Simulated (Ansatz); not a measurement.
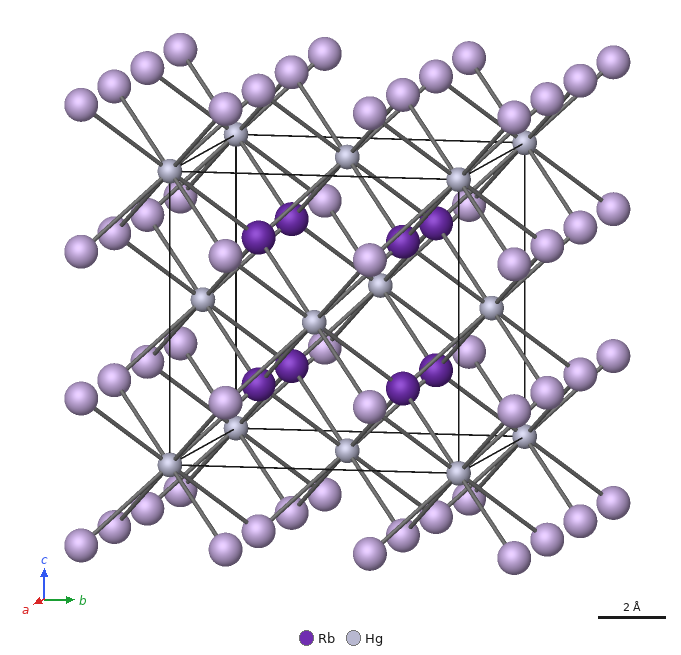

This ball-and-stick model is shown slightly off an axis. Atoms at the boundary of the conventional unit cell (the box) are drawn once for each face, edge or corner they touch. Periodic images bonded to atoms of the box are shown as well, in fainter colours.

Rb$_{2}$Hg, antifluorite, space group Fm-3m (No. 225), a = 8.947 Å, b = 8.947 Å, c = 8.947 Å, α = 90.00°, β = 90.00°, γ = 90.00°. The model was built from a random cell made by a generator, so it need not be a real form of the compound. Earlier steps of the study may have refined or changed the cell and positions. It was the input of a calculation with Ansatz.

This one geometry was computed with Ansatz (DFT, plane waves, PAW) at three levels of theory: PBEsol, r2SCAN and PBE.

How does the band gap change with the level of theory?

Answer. All levels give a metal.

Collect the results in a table.

Answer.
| level | cutoff (eV) | k-mesh of the run's cell | gap (eV) | pressure (GPa) |
| --- | --- | --- | --- | --- |
| PBEsol | 420 | 10×10×10 | metal | -0.5 |
| r2SCAN | 500 | 10×10×10 | metal | -0.3 |
| PBE | 420 | 10×10×10 | metal | 0.0 |

Gaps are taken on the k-mesh or band path of each run.
